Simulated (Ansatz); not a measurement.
Cl₂H₄O₃Zr

```xyz
10

Zr   -0.0660    0.1074    0.2682
Cl   -0.4257    0.0036    2.6748
Cl    2.1218   -0.2182   -0.7488
O    -1.1919    1.3659   -0.6531
H    -1.9613    1.4735   -1.2336
O    -0.8130   -1.5935   -0.1765
H    -1.0661   -2.5181   -0.3019
O     1.2341    1.9094    1.1217
H     2.1537    1.7183    0.8357
H     1.2101    1.8012    2.0977
```

Core potentials replace the inner electrons of Zr.

Computed with Ansatz 0.2.0, RKS PBE-D4/def2-SVP.

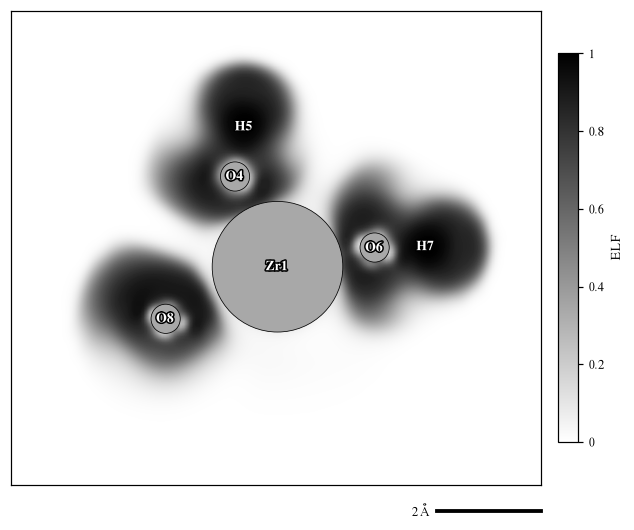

Figure 1. Electron localisation function on the plane of atoms O4, Zr1 and O8. Grey discs cover the atomic cores.

Q: Interpret the plot.

A: The plane passes through Zr, O and H nuclei. Zr–O (1.91 Å): the ELF peaks at about 0.80 in the valence shell of O, 0.5 Å from its nucleus, and drops to about 0.20 between the two atoms. O–H (0.97 Å): the ELF climbs to about 1 towards the hydrogen, as it does in any bond to H; a covalent bond by its length.

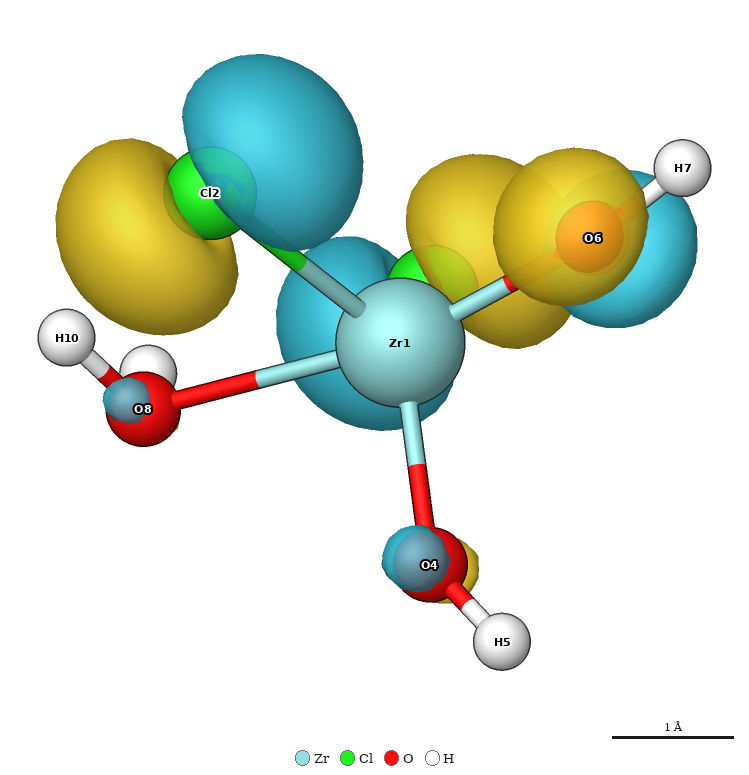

Figure 2. One frontier orbital at ±0.15 Å⁻³ᐟ² (yellow and cyan are the two phases), seen at a tilt.

Q: Which orbital is it: HOMO or LUMO?

A: The HOMO, at −7.02 eV. Its weight (Hirshfeld) is mainly on Cl2 (about 35 %), Cl3 (about 35 %) and O6 (about 20 %); largely a combination of lone pairs on Cl2, Cl3 and O6.
